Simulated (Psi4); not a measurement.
Two rigid molecules brought together: HBr ··· Br2 (SMILES Br and BrBr). Monomers: optimised at B3LYP-D3(BJ) (def2-TZVP), held rigid. Orientation: a higher rigid-body minimum at GFN2-xTB. R is the distance of the centres of mass, along which the second monomer moves.

Geometry at R = 4.77 Å (first 2 atoms: monomer A):
```
4

Br     0.7124     0.0000     0.0000
H     -0.7124     0.0000     0.0000
Br    -1.4173     2.2595    -1.8818
Br    -2.7545     3.5485    -3.2650
```

Method: SAPT0/jun-cc-pVDZ, frozen core in Psi4 1.11.

Components in kJ/mol:

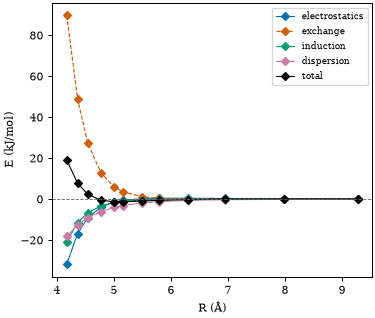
Figure. Components of the interaction energy.

| R / Å | electrostatics | exchange | induction | dispersion | total |
|---|---|---|---|---|---|
| 4.17 | -31.76 | 89.75 | -20.78 | -18.17 | 19.05 |
| 4.36 | -16.83 | 48.78 | -11.54 | -12.71 | 7.71 |
| 4.54 | -9.10 | 27.18 | -6.63 | -9.14 | 2.31 |
| 4.77 | -3.95 | 12.75 | -3.29 | -6.08 | -0.56 |
| 5.00 | -1.49 | 5.92 | -1.64 | -4.11 | -1.32 |
| 5.16 | -0.61 | 3.46 | -1.02 | -3.16 | -1.32 |
| 5.49 | 0.20 | 1.14 | -0.39 | -1.91 | -0.95 |
| 5.78 | 0.40 | 0.43 | -0.18 | -1.27 | -0.62 |
| 6.30 | 0.40 | 0.08 | -0.06 | -0.66 | -0.24 |
| 6.94 | 0.30 | 0.01 | -0.02 | -0.32 | -0.04 |
| 7.97 | 0.18 | 0.00 | -0.01 | -0.12 | 0.05 |
| 9.27 | 0.10 | 0.00 | 0.00 | -0.04 | 0.05 |
